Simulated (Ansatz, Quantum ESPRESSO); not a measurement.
# CaC2 (R-3m): zone-centre phonons

Which modes does CaC2 (R-3m) have at the zone centre?

Calculated with Quantum ESPRESSO 7.5; DFT PBEsol, scalar-relativistic, plane waves, PseudoDojo norm-conserving pseudopotentials.

### 1. Set-up

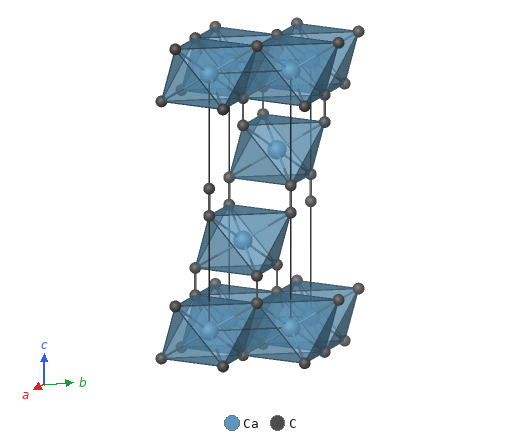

The starting structure, seen slightly off an axis (calcium blue, carbon dark grey). This picture shows the conventional cell, with its axes. Some periodic images of atoms are drawn too.

As a file:

```cif
data_structure
_symmetry_space_group_name_H-M 'R-3m:H'
_symmetry_Int_Tables_number 166
_cell_length_a 3.8888
_cell_length_b 3.8888
_cell_length_c 11.8616
_cell_angle_alpha 90.000
_cell_angle_beta 90.000
_cell_angle_gamma 120.000
_cell_volume 155.35
loop_
_atom_site_label
_atom_site_type_symbol
_atom_site_symmetry_multiplicity
_atom_site_Wyckoff_symbol
_atom_site_fract_x
_atom_site_fract_y
_atom_site_fract_z
_atom_site_occupancy
Ca1 Ca 3 a 0.00000 0.00000 0.00000 1
C1 C 6 c 0.66667 0.33333 0.88625 1
```

### 2. A first look

Before anything dear is run, a loose run with smearing shows whether this is a metal and how far the cell is from rest.

probe.in reads:

```
 &control
    calculation='scf',
    prefix='x',
    outdir='./tmp',
    pseudo_dir='./pseudo',
    tprnfor=.true.,
    tstress=.true.,
    verbosity='high',
 /
 &system
    ibrav=0,
    nat=3,
    ntyp=2,
    ecutwfc=74.0,
    occupations='smearing',
    smearing='gaussian',
    degauss=0.01,
 /
 &electrons
    conv_thr=1.0d-07,
    mixing_beta=0.7,
    electron_maxstep=100,
 /
ATOMIC_SPECIES
 Ca     40.0780  Ca.upf
 C      12.0110  C.upf
CELL_PARAMETERS angstrom
     1.944397980    1.122598700    3.953874780
    -1.944397980    1.122598700    3.953874780
     0.000000000   -2.245197400    3.953874780
ATOMIC_POSITIONS crystal
 Ca     0.000000000   0.000000000   0.000000000
 C      0.552915000   0.552915000   0.552915000
 C      0.447085000   0.447085000   0.447085000
K_POINTS automatic
 6 6 6 0 0 0
```

On the command line:

```console
OMP_NUM_THREADS=1 mpirun -n 4 pw.x -nk 4 -in probe.in > probe.out
```

Log:

```text
[banners, grids, parts of the stress and lines that vanish by symmetry left out]
Program PWSCF v.7.5
     Message from routine setup:
     using ibrav=0 with symmetry is DISCOURAGED, use correct ibrav instead
[...]
kinetic-energy cutoff     =      74.0000  Ry
     charge density cutoff     =     296.0000  Ry
     scf convergence threshold =      1.0E-07
[...]
Exchange-correlation= PBESOL
                           (   1   4  10   8   0   0   0)
[...]
12 Sym. Ops., with inversion, found
[...]
(     0          1          0      )
                  (     0          0          1      )
[...]
(  0.0000000  1.0000000 -0.0000000 )
                  ( -0.0000000 -0.0000000  1.0000000 )
[...]
(    -1          0          0      )
                  (     0          0         -1      )
[...]
(     1          0          0      )
[...]
( -0.8660254 -0.5000000 -0.0000000 )
                  (  0.0000000  0.0000000  1.0000000 )
[...]
number of k points=    32  Gaussian smearing, width (Ry)=  0.0100
[...]
c_bands:  1 eigenvalues not converged
[...]
End of self-consistent calculation
[...]
the Fermi energy is     4.8739 ev
!    total energy              =    -101.27771466 Ry
[...]
convergence has been achieved in   8 iterations
[...]
atom    1 type  1   force =     0.00000000    0.00000000   -0.00000000
     atom    2 type  2   force =    -0.00000000    0.00000000    0.00792100
     atom    3 type  2   force =    -0.00000000   -0.00000000   -0.00792100
[...]
Total force =     0.011202     Total SCF correction =     0.000072
[...]
total   stress  (Ry/bohr**3)                   (kbar)     P=      -26.39
[...]
XML data file, charge density, pseudopotentials, collected wavefunctions

   JOB DONE.
```

The job ended after 8.4 s (4 MPI ranks of Intel Xeon 6975P-C (Granite Rapids), shared host; 32 s of CPU time).

Read from the output:

| Quantity | Value |
| --- | --- |
| volume per atom | 17.26 Å³ |
| pressure | -2.639 GPa |
| gap on the k-mesh | 2.585 eV |

A gap of 2.6 eV opens on this mesh, so the crystal is taken as an insulator; the start stands at -2.6 GPa.

### 3. Relaxing the cell and atoms

The harmonic expansion starts where the forces on the atoms vanish, and stress shifts the frequencies, so cell and atoms are relaxed with tight thresholds.

relax.in reads:

```
 &control
    calculation='vc-relax',
    prefix='x',
    outdir='./tmp',
    pseudo_dir='./pseudo',
    tprnfor=.true.,
    tstress=.true.,
    forc_conv_thr=2.0d-05,
    etot_conv_thr=1.0d-07,
    nstep=40,
 /
 &system
    ibrav=0,
    nat=3,
    ntyp=2,
    ecutwfc=74.0,
    occupations='fixed',
    nbnd=11,
 /
 &electrons
    conv_thr=1.0d-11,
    mixing_beta=0.7,
    electron_maxstep=100,
 /
 &ions
 /
 &cell
    press_conv_thr=0.1,
 /
ATOMIC_SPECIES
 Ca     40.0780  Ca.upf
 C      12.0110  C.upf
CELL_PARAMETERS angstrom
     1.944397980    1.122598700    3.953874780
    -1.944397980    1.122598700    3.953874780
     0.000000000   -2.245197400    3.953874780
ATOMIC_POSITIONS crystal
 Ca     0.000000000   0.000000000   0.000000000
 C      0.552915000   0.552915000   0.552915000
 C      0.447085000   0.447085000   0.447085000
K_POINTS automatic
 6 6 6 0 0 0
```

On the command line:

```console
OMP_NUM_THREADS=1 mpirun -n 4 pw.x -nk 4 -in relax.in > relax.out
```

Log:

```text
[banners, grids, parts of the stress and lines that vanish by symmetry left out]
[banner, memory and clock lines left out]
Program PWSCF v.7.5

[...]
kinetic-energy cutoff     =      74.0000  Ry
     charge density cutoff     =     296.0000  Ry
     scf convergence threshold =      1.0E-11
[...]
energy convergence thresh.=      1.0E-07
     force convergence thresh. =      2.0E-05
     press convergence thresh. =      1.0E-01
     Exchange-correlation= PBESOL
                           (   1   4  10   8   0   0   0)
[...]
12 Sym. Ops., with inversion, found
[...]
number of k points=    32
[...]
End of self-consistent calculation
[...]
highest occupied, lowest unoccupied level (ev):     4.2078    6.7929
!    total energy              =    -101.27771458 Ry
[...]
convergence has been achieved in  13 iterations
[...]
atom    1 type  1   force =    -0.00000000    0.00000000    0.00000000
     atom    2 type  2   force =    -0.00000000   -0.00000000    0.00793619
     atom    3 type  2   force =    -0.00000000    0.00000000   -0.00793619
     Total force =     0.011223     Total SCF correction =     0.000001
[...]
total   stress  (Ry/bohr**3)                   (kbar)     P=      -26.38
[...]
number of bfgs steps    =   0
[...]
CELL_PARAMETERS (angstrom)
[...]
ATOMIC_POSITIONS (crystal)
Ca              -0.0000000000        0.0000000000        0.0000000000
C                0.5532690537        0.5532690537        0.5532690537
C                0.4467309463        0.4467309463        0.4467309463
[...]
New effective cutoffs (rho, wfc):  298.84   74.73
[...]
End of self-consistent calculation
[...]
highest occupied, lowest unoccupied level (ev):     4.3395    6.8868
!    total energy              =    -101.27852181 Ry
[...]
convergence has been achieved in   9 iterations
[...]
atom    1 type  1   force =     0.00000000    0.00000000    0.00000000
     atom    2 type  2   force =    -0.00000000    0.00000000   -0.00642952
     atom    3 type  2   force =     0.00000000   -0.00000000    0.00642952
     Total force =     0.009093     Total SCF correction =     0.000001
[...]
total   stress  (Ry/bohr**3)                   (kbar)     P=      -23.50
[...]
number of bfgs steps    =   1
[...]
CELL_PARAMETERS (angstrom)
[...]
ATOMIC_POSITIONS (crystal)
Ca              -0.0000000000        0.0000000000        0.0000000000
[...]
New effective cutoffs (rho, wfc):  303.33   75.86
[...]
End of self-consistent calculation
[...]
highest occupied, lowest unoccupied level (ev):     4.5454    7.0780
!    total energy              =    -101.27927446 Ry
[...]
convergence has been achieved in   8 iterations
[...]
atom    1 type  1   force =    -0.00000000   -0.00000000   -0.00000000
     atom    2 type  2   force =    -0.00000000   -0.00000000    0.01396528
     atom    3 type  2   force =    -0.00000000    0.00000000   -0.01396528
     Total force =     0.019750     Total SCF correction =     0.000002
[...]
total   stress  (Ry/bohr**3)                   (kbar)     P=       -5.02
[...]
number of bfgs steps    =   2
[...]
CELL_PARAMETERS (angstrom)
[...]
ATOMIC_POSITIONS (crystal)
[...]
New effective cutoffs (rho, wfc):  307.33   76.88
[...]
End of self-consistent calculation
[...]
highest occupied, lowest unoccupied level (ev):     4.7301    7.2092
!    total energy              =    -101.27947775 Ry
[...]
convergence has been achieved in   9 iterations
[...]
atom    1 type  1   force =     0.00000000   -0.00000000   -0.00000000
     atom    2 type  2   force =     0.00000000    0.00000000   -0.00508118
     atom    3 type  2   force =     0.00000000   -0.00000000    0.00508118
     Total force =     0.007186     Total SCF correction =     0.000002
[...]
total   stress  (Ry/bohr**3)                   (kbar)     P=        0.37
[...]
number of bfgs steps    =   3
[...]
CELL_PARAMETERS (angstrom)
[...]
ATOMIC_POSITIONS (crystal)
[...]
New effective cutoffs (rho, wfc):  306.64   76.70
[...]
End of self-consistent calculation
[...]
highest occupied, lowest unoccupied level (ev):     4.6982    7.1885
!    total energy              =    -101.27949208 Ry
[...]
convergence has been achieved in   6 iterations
[...]
atom    1 type  1   force =    -0.00000000   -0.00000000    0.00000000
     atom    2 type  2   force =    -0.00000000   -0.00000000    0.00001100
     atom    3 type  2   force =    -0.00000000    0.00000000   -0.00001100
     Total force =     0.000016     Total SCF correction =     0.000004
[...]
total   stress  (Ry/bohr**3)                   (kbar)     P=       -0.02
[...]
number of bfgs steps    =   4
[...]
small trust_radius: resetting bfgs history
[...]
CELL_PARAMETERS (angstrom)
[...]
ATOMIC_POSITIONS (crystal)
[...]
New effective cutoffs (rho, wfc):  306.64   76.70
[...]
End of self-consistent calculation
[...]
highest occupied, lowest unoccupied level (ev):     4.6983    7.1886
!    total energy              =    -101.27949208 Ry
[...]
convergence has been achieved in   6 iterations
[...]
atom    1 type  1   force =     0.00000000    0.00000000    0.00000000
     atom    2 type  2   force =     0.00000000   -0.00000000   -0.00000681
     atom    3 type  2   force =    -0.00000000    0.00000000    0.00000681
     Total force =     0.000010     Total SCF correction =     0.000000
[...]
total   stress  (Ry/bohr**3)                   (kbar)     P=       -0.02
[...]
bfgs converged in   6 scf cycles and   5 bfgs steps
[...]
End of BFGS Geometry Optimization
     Final enthalpy           =    -101.2794920758 Ry
     File ./tmp/x.bfgs deleted, as requested
[...]
CELL_PARAMETERS (angstrom)
[...]
ATOMIC_POSITIONS (crystal)
[...]
C                0.5536894868        0.5536894868        0.5536894868
C                0.4463105132        0.4463105132        0.4463105132
[...]
Final scf calculation at the relaxed structure.
[...]
kinetic-energy cutoff     =      74.0000  Ry
     charge density cutoff     =     296.0000  Ry
     scf convergence threshold =      1.0E-13
[...]
press convergence thresh. =      1.0E-01
     Exchange-correlation= PBESOL
                           (   1   4  10   8   0   0   0)
[...]
12 Sym. Ops., with inversion, found
[...]
number of k points=    32
[...]
c_bands:  1 eigenvalues not converged
[...]
End of self-consistent calculation
[...]
highest occupied, lowest unoccupied level (ev):     4.6982    7.1887
!    total energy              =    -101.27926580 Ry
[...]
convergence has been achieved in  14 iterations
[...]
atom    1 type  1   force =     0.00000000    0.00000000   -0.00000000
     atom    2 type  2   force =    -0.00000000    0.00000000    0.00002139
     atom    3 type  2   force =     0.00000000   -0.00000000   -0.00002139
     Total force =     0.000030     Total SCF correction =     0.000000
[...]
total   stress  (Ry/bohr**3)                   (kbar)     P=       -0.86
[...]
XML data file, charge density, pseudopotentials, collected wavefunctions
```

The job ended after 33 s (4 MPI ranks).

Step by step:

```tsv
step	energy less that of the first step (eV)	largest force (eV/Å)	pressure (GPa)	volume (Å³)
1	0.0000	0.2040	-2.64	51.78
2	-0.0110	0.1653	-2.35	51.09
3	-0.0212	0.3591	-0.50	49.97
4	-0.0240	0.1306	0.04	49.07
5	-0.0242	0.0003	0.00	49.22
6	-0.0242	0.0002	0.00	49.22
7	-0.0211	0.0005	-0.09	49.22
```

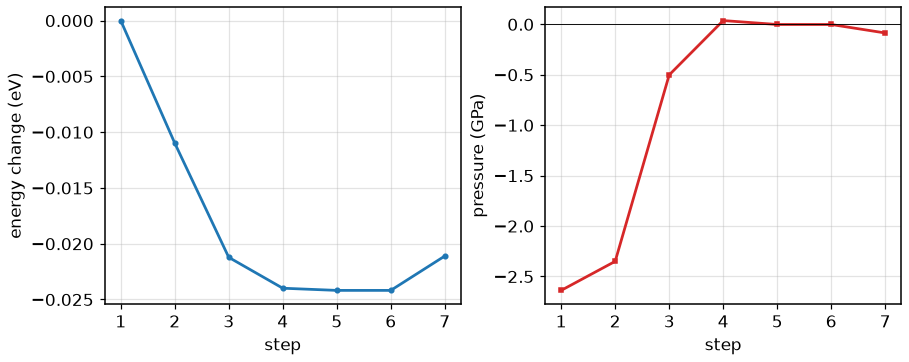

Energy and pressure along the relaxation.

```tsv
conventional cell, symmetrised	before	after	change
a (Å)	3.889	3.820	-1.8 %
b (Å)	3.889	3.820	-1.8 %
c (Å)	11.862	11.686	-1.5 %
volume (Å³/atom)	17.26	16.41	-5.0 %
```

Final coordinates:

```
CELL_PARAMETERS angstrom
1.90983 1.10264 3.89528
-1.90983 1.10264 3.89528
0.00000 -2.20528 3.89528
ATOMIC_POSITIONS crystal
Ca 0.00000 0.00000 0.00000
C 0.55369 0.55369 0.55369
C 0.44631 0.44631 0.44631
```

The last row of the table of steps is pw.x's closing run on a basis chosen anew for the final cell, so its energy can jump.

Numbers from this step:

```
volume per atom   : 16.41 Å³
pressure          : -0.08667 GPa
gap on the k-mesh : 2.490 eV
```

The volume changes by -5.0 % from the cell with which this run began.

### 4. Self-consistent run for the response

Perturbation theory inherits every error of the wavefunctions, so the threshold is set near the limit of the arithmetic. With a gap, occupations are fixed, which also allows the response to an electric field.

scf.in reads:

```
 &control
    calculation='scf',
    prefix='x',
    outdir='./tmp',
    pseudo_dir='./pseudo',
    tprnfor=.true.,
    tstress=.true.,
 /
 &system
    ibrav=0,
    nat=3,
    ntyp=2,
    ecutwfc=74.0,
    occupations='fixed',
    nbnd=11,
 /
 &electrons
    conv_thr=1.0d-12,
    mixing_beta=0.7,
    electron_maxstep=100,
 /
ATOMIC_SPECIES
 Ca     40.0780  Ca.upf
 C      12.0110  C.upf
CELL_PARAMETERS angstrom
     1.909830515    1.102641162    3.895282102
    -1.909830515    1.102641162    3.895282102
     0.000000000   -2.205282324    3.895282102
ATOMIC_POSITIONS crystal
 Ca     0.000000000   0.000000000   0.000000000
 C      0.553689487   0.553689487   0.553689487
 C      0.446310513   0.446310513   0.446310513
K_POINTS automatic
 6 6 6 0 0 0
```

On the command line:

```console
OMP_NUM_THREADS=1 mpirun -n 4 pw.x -nk 4 -in scf.in > scf.out
```

Log:

```text
[banners, grids, parts of the stress and lines that vanish by symmetry left out]
[banner, memory and clock lines left out]
Program PWSCF v.7.5

[...]
kinetic-energy cutoff     =      74.0000  Ry
     charge density cutoff     =     296.0000  Ry
     scf convergence threshold =      1.0E-12
[...]
Exchange-correlation= PBESOL
                           (   1   4  10   8   0   0   0)
[...]
12 Sym. Ops., with inversion, found
[...]
number of k points=    32
[...]
End of self-consistent calculation
[...]
highest occupied, lowest unoccupied level (ev):     4.6982    7.1887
!    total energy              =    -101.27926580 Ry
[...]
convergence has been achieved in  13 iterations
[...]
atom    1 type  1   force =    -0.00000000    0.00000000    0.00000000
     atom    2 type  2   force =     0.00000000    0.00000000    0.00002120
     atom    3 type  2   force =    -0.00000000   -0.00000000   -0.00002120
     Total force =     0.000030     Total SCF correction =     0.000001
[...]
total   stress  (Ry/bohr**3)                   (kbar)     P=       -0.86
[...]
XML data file, charge density, pseudopotentials, collected wavefunctions
```

It took 8.1 s on 4 MPI ranks; 31 s of CPU time.

The cell stands at -0.087 GPa, close enough for phonons.

[end of part 1 of 3]

[Host names and launcher messages were left out of these logs when they were recorded.]

[Logs are printed without paths, hosts, clocks, repeated set-up lines and the standing remarks that a program may print on its own settings, such as how far it seeks lower states.]

[Hosts, paths, dates, database ids (printed as entryN), source tags and the programs' standing remarks are cut or masked in the printed files.]
